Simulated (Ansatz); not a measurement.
Reaction (SMILES): F (HF) → HF+ (doublet, bonded as F) + e-
B3LYP-D3(BJ)/def2-TZVP geometries, fixed; electronic energies without zero-point terms.

Basis-set convergence of the adiabatic ionisation energy at PBE0 with Ansatz (a first-principles code). All functions are spherical. The program fits the integrals of some runs and decomposes those of others, by size. Open shells are unrestricted. No added dispersion term, no relativity. Functions are those of the species that has most. Reference: the value in aug-cc-pV5Z, 15.928 eV, itself unsure by roughly 0.003 eV (its mean distance from pcseg-4, aug-pcseg-3, aug-cc-pVQZ). Deviations are taken from unrounded values.

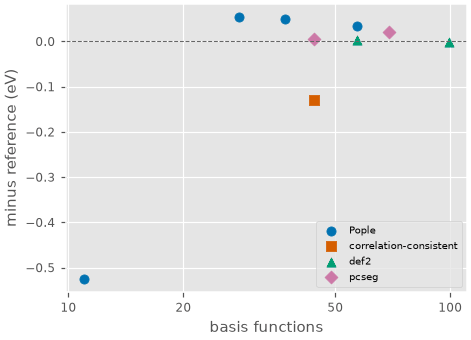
Deviation from the reference against the number of basis functions, by family of sets.

| basis | functions | adiabatic ionisation energy (eV) | minus reference (eV) |
|---|---|---|---|
| 6-31G | 11 | 15.403 | -0.524 |
| 6-311+G** | 28 | 15.982 | 0.054 |
| 6-311++G(2d,2p) | 37 | 15.978 | 0.050 |
| cc-pVTZ | 44 | 15.798 | -0.130 |
| pcseg-2 | 44 | 15.934 | 0.006 |
| 6-311++G(3df,3pd) | 57 | 15.962 | 0.034 |
| def2-TZVPPD | 57 | 15.930 | 0.002 |
| aug-pcseg-2 | 69 | 15.949 | 0.021 |
| def2-QZVPPD | 99 | 15.927 | -0.001 |
